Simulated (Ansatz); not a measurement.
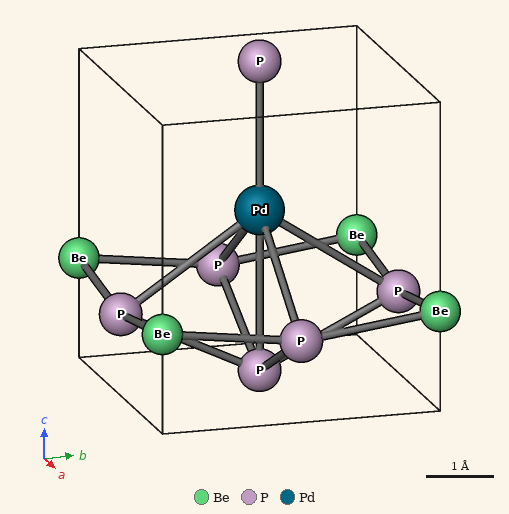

The structure above is drawn in ball-and-stick style and viewed slightly off an axis. The conventional unit cell is drawn as a box.

Bonding distances used: Be–P up to 2.64 Å, P–P up to 2.48 Å, P–Pd up to 3.20 Å (cut-off distances).

**Read off the composition.**

BeP3Pd. The cell holds 1 Be, 3 P, 1 Pd, counting shared atoms by their share.

**Give the crystal system and centring.**

Primitive tetragonal.

**What is the Hermann-Mauguin symbol of the space group?**

P4mm (No. 99), with Be on 1a, P on 1b, P on 2c and Pd on 1b.

**What does the coordination shell of Pd look like?**

Each Pd has six P at about 2.3 to 2.6 Å.

**Describe the connectivity.**

The bonds build a three-dimensional framework.

Its origin is a textbook structure type filled with these elements (whether it is the usual form wasn't checked). The structure drawn was relaxed with Ansatz, DFT PBE, scalar-relativistic, plane waves, PAW.
